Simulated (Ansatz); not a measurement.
# CH3F3SeSi: how energies converge with the basis set

Aim: see how fast density functionals converge with the basis set for CH3F3SeSi.

Method: one geometry, several basis sets; program: Ansatz 0.2.0, Gaussian basis.

Plan: PBE0-D4/def2-SVP; ωB97M-V/def2-SVP; PBE0-D4/def2-QZVPP; ωB97M-V/def2-QZVPP; the functionals' def2-TZVPP values are taken from earlier runs.

### Step 1. The geometry

All runs share one geometry, relaxed beforehand with PBE0-D4 in a triple-zeta def2 set.

SMILES `C[Se][Si](F)(F)F`, 9 atoms, charge 0, spin multiplicity 1.

Atoms are counted from 1 here; the program's logs count them from 0.

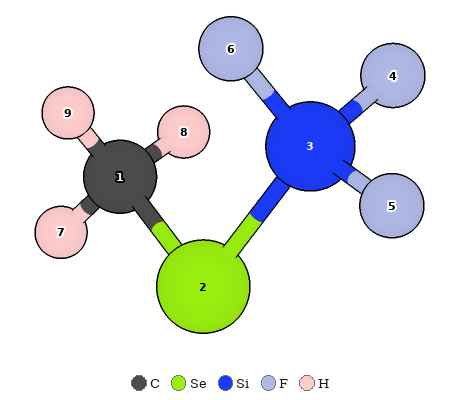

The geometry (carbon dark grey, selenium green, silicon blue, fluorine light blue, hydrogen pink); atoms are numbered from 1 in the order of the file.

As a file:

```xyz
9
charge 0, multiplicity 1
C    -0.1600   -1.2475    0.9825
Se    1.4020   -0.4346    0.1120
Si    0.2505    1.1528   -0.9322
F    -0.8422    0.5721   -1.9118
F     1.2389    2.0454   -1.7713
F    -0.5385    2.0910    0.0618
H     0.2321   -2.0790    1.5642
H    -0.8564   -1.6177    0.2343
H    -0.6379   -0.5288    1.6435
```

### Step 2. PBE0-D4 in def2-SVP

Contents of in.yaml:

```yaml
crystal:
  periodic: [false, false, false]
  atoms:
    - {symbol: C, position_ang: [-0.160042, -1.247482, 0.982487]}
    - {symbol: Se, position_ang: [1.402002, -0.434566, 0.112005]}
    - {symbol: Si, position_ang: [0.250514, 1.152784, -0.932244]}
    - {symbol: F, position_ang: [-0.842206, 0.572094, -1.911845]}
    - {symbol: F, position_ang: [1.238905, 2.045374, -1.771342]}
    - {symbol: F, position_ang: [-0.538496, 2.091037, 0.061814]}
    - {symbol: H, position_ang: [0.232097, -2.079007, 1.564246]}
    - {symbol: H, position_ang: [-0.856380, -1.617733, 0.234292]}
    - {symbol: H, position_ang: [-0.637894, -0.528801, 1.643486]}
basis:
  gaussian: {orbitals: def2-SVP}
hamiltonian: {xc: pbe0, dispersion: d4}
output: {orbitals: {seedname: orbitals}}
```

The run is started by

```console
> ansatz run in.yaml --threads 4 --pin off --events-out ev --progress --plain --max-ram 11315MiB
```

Log:

```text
Functional definition: PBE0
  name "PBE0"
  cite "Adamo & Barone, J. Chem. Phys. 110, 6158 (1999) doi:10.1063/1.478522"
  cite "Perdew, Burke & Ernzerhof, Phys. Rev. Lett. 77, 3865 (1996) doi:10.1103/PhysRevLett.77.3865"
  parent pbe
  parameter a = 0.25
  parameter kappa = 0.804
  parameter beta = 0.06672455060314922
  exchange = (1 - a)*pbe_x(kappa = kappa, mu = beta*pi^2/3) + a*exact_x
  correlation = pbe_c(beta = beta)
1156 factors; integrals over basis functions are off by at most 8.7e-4 eV
mean field evaluation 1: about -82425.9507 eV, gradient 5.6e1 eV
mean field evaluation 2: about -82421.0926 eV, gradient 7.6e1 eV
mean field evaluation 4: about -82431.6806 eV, gradient 1.5e0 eV
mean field evaluation 8: about -82431.7478 eV, gradient 1.3e-1 eV
mean field evaluation 16: about -82431.7478 eV, gradient 1.6e-5 eV
mean field -82431.74781704 eV, -3029.3108580309 hartree, gradient 1.6e-5 eV, S^2 0.000000; 0 other end points of the search recorded, 0 dependent functions left out
reference -82431.74784086 eV, -3029.3108589059 hartree; 42, 42 occupied and 79, 79 virtual orbitals, 1156 factors
Total energy: -82431.95208376 eV, -3029.3183646944 hartree
```

Wall time 1.4 s (4 threads of Arm Neoverse V2, shared host); peak memory 0.29 GiB.

### Step 3. ωB97M-V in def2-SVP

in.yaml: that of step 2 with these lines changed.

```diff
@@ -14,3 +14,3 @@
   gaussian: {orbitals: def2-SVP}
-hamiltonian: {xc: pbe0, dispersion: d4}
+hamiltonian: {xc: {name: wB97M-V}}
 output: {orbitals: {seedname: orbitals}}
```

Same command.

Log (excerpt; [...] marks lines left out):

```text
Functional definition: wB97M-V
  name "wB97M-V"
  cite "Mardirossian & Head-Gordon, J. Chem. Phys. 144, 214110 (2016) doi:10.1063/1.4952647"
  cite "Becke, J. Chem. Phys. 107, 8554 (1997) doi:10.1063/1.475007"
  cite "Vydrov & Van Voorhis, J. Chem. Phys. 133, 244103 (2010) doi:10.1063/1.3521275"
  # Of w^i u^j: cxij and so on, Table III.
[...]
  gx(w, u) = 1 - cx + cx01*u + cx10*w
  gss(w, u) = css00 + css04*u^4 + css10*w + css20*w^2 + css43*w^4*u^3
  gos(w, u) = cos00 + cos10*w + (cos20 + cos21*u)*w^2 + (cos60 + cos61*u)*w^6
[...]
      + integral(e_c_pw_mod_opposite_spin*gos(b97_w_opposite, b97_u_opposite)) + vv10(b, c)
1156 factors; integrals over basis functions are off by at most 8.7e-4 eV
278 factors; integrals over basis functions are off by at most 5.0e-6 eV
[...]
mean field -82445.14302037 eV, -3029.8031226736 hartree, gradient 3.8e-5 eV, S^2 0.000000; 0 other end points of the search recorded, 0 dependent functions left out
reference -82445.14305726 eV, -3029.8031240293 hartree; 42, 42 occupied and 79, 79 virtual orbitals, 1156 factors
Total energy: -82445.14305726 eV, -3029.8031240293 hartree
```

Wall time 6 s (4 threads of Arm Neoverse V2, shared host); peak memory 0.42 GiB.

### Step 4. PBE0-D4 in def2-QZVPP

in.yaml: that of step 3 with these lines changed.

```diff
@@ -13,4 +13,4 @@
 basis:
-  gaussian: {orbitals: def2-SVP}
-hamiltonian: {xc: {name: wB97M-V}}
+  gaussian: {orbitals: "def2-QZVPP.json"}
+hamiltonian: {xc: pbe0, dispersion: d4}
 output: {orbitals: {seedname: orbitals}}
```

The command is unchanged.

Log:

```text
Functional definition: PBE0
  name "PBE0"
  cite "Adamo & Barone, J. Chem. Phys. 110, 6158 (1999) doi:10.1063/1.478522"
  cite "Perdew, Burke & Ernzerhof, Phys. Rev. Lett. 77, 3865 (1996) doi:10.1103/PhysRevLett.77.3865"
  parent pbe
  parameter a = 0.25
  parameter kappa = 0.804
  parameter beta = 0.06672455060314922
  exchange = (1 - a)*pbe_x(kappa = kappa, mu = beta*pi^2/3) + a*exact_x
  correlation = pbe_c(beta = beta)
1857 factors; their error is unknown
mean field evaluation 1: about -82448.9120 eV, gradient 6.8e1 eV
mean field evaluation 2: about -82441.3987 eV, gradient 9.5e1 eV
mean field evaluation 4: about -82456.5640 eV, gradient 2.6e0 eV
mean field evaluation 8: about -82456.5765 eV, gradient 4.9e-2 eV
mean field evaluation 16: about -82456.7871 eV, gradient 1.4e-4 eV
mean field -82456.78712268 eV, -3030.2310355408 hartree, gradient 1.1e-5 eV, S^2 0.000000; 0 other end points of the search recorded, 0 dependent functions left out
reference -82456.78715724 eV, -3030.2310368107 hartree; 42, 42 occupied and 435, 435 virtual orbitals, 1857 factors
Total energy: -82456.99140015 eV, -3030.2385425992 hartree
```

It took 11 s on 4 threads of Arm Neoverse V2, shared host; peak memory 2.2 GiB.

### Step 5. ωB97M-V in def2-QZVPP

in.yaml: that of step 4 with these lines changed.

```diff
@@ -14,3 +14,3 @@
   gaussian: {orbitals: "def2-QZVPP.json"}
-hamiltonian: {xc: pbe0, dispersion: d4}
+hamiltonian: {xc: {name: wB97M-V}}
 output: {orbitals: {seedname: orbitals}}
```

Same command.

Log (excerpt; [...] marks lines left out):

```text
Functional definition: wB97M-V
  name "wB97M-V"
  cite "Mardirossian & Head-Gordon, J. Chem. Phys. 144, 214110 (2016) doi:10.1063/1.4952647"
  cite "Becke, J. Chem. Phys. 107, 8554 (1997) doi:10.1063/1.475007"
  cite "Vydrov & Van Voorhis, J. Chem. Phys. 133, 244103 (2010) doi:10.1063/1.3521275"
  # Of w^i u^j: cxij and so on, Table III.
[...]
  gx(w, u) = 1 - cx + cx01*u + cx10*w
  gss(w, u) = css00 + css04*u^4 + css10*w + css20*w^2 + css43*w^4*u^3
  gos(w, u) = cos00 + cos10*w + (cos20 + cos21*u)*w^2 + (cos60 + cos61*u)*w^6
[...]
      + integral(e_c_pw_mod_opposite_spin*gos(b97_w_opposite, b97_u_opposite)) + vv10(b, c)
1812 factors; their error is unknown
336 factors; integrals over basis functions are off by at most 5.6e-6 eV
[...]
mean field -82470.29884793 eV, -3030.7275822852 hartree, gradient 2.5e-5 eV, S^2 0.000000; 0 other end points of the search recorded, 0 dependent functions left out
reference -82470.29890332 eV, -3030.7275843208 hartree; 42, 42 occupied and 435, 435 virtual orbitals, 1812 factors
Total energy: -82470.29890332 eV, -3030.7275843208 hartree
```

It took 23 s on 4 threads of Arm Neoverse V2, shared host; peak memory 2.5 GiB.

### Step 6. Density functionals: the series

The def2-TZVPP values come from earlier runs at the same geometry.

| functional | basis | functions | energy (eV) | from the largest (eV) | HOMO (eV) | LUMO (eV) |
| --- | --- | --- | --- | --- | --- | --- |
| PBE0-D4 | def2-SVP | 121 | -82431.9521 | 25.039 | -7.33 | -0.31 |
| PBE0-D4 | def2-TZVPP | 256 | -82454.8089 | 2.182 | -7.41 | -0.57 |
| PBE0-D4 | def2-QZVPP | 477 | -82456.9914 | 0.000 | -7.43 | -0.69 |
| ωB97M-V | def2-SVP | 121 | -82445.1431 | 25.156 | -9.49 | 1.74 |
| ωB97M-V | def2-TZVPP | 256 | -82468.2108 | 2.088 | -9.58 | 1.32 |
| ωB97M-V | def2-QZVPP | 477 | -82470.2989 | 0.000 | -9.60 | 1.00 |

### Step 7. Summary of results

| quantity | value |
| --- | --- |
| PBE0-D4: double and triple zeta above quadruple | 25.04, 2.18 eV |
| ωB97M-V: double and triple zeta above quadruple | 25.16, 2.09 eV |

What this shows: For PBE0-D4 the step from double to triple zeta gains 22.86 eV and the next only 2.18 eV. These are total energies; as a rule much of such shifts cancels in differences, which this series doesn't test. The LUMO of ωB97M-V is positive and keeps falling with the basis (1.74 to 1.00 eV): an unbound level that the basis holds in place.

For PBE0-D4 the largest set took about 8 times as long as the smallest (11 s against 1.4 s).
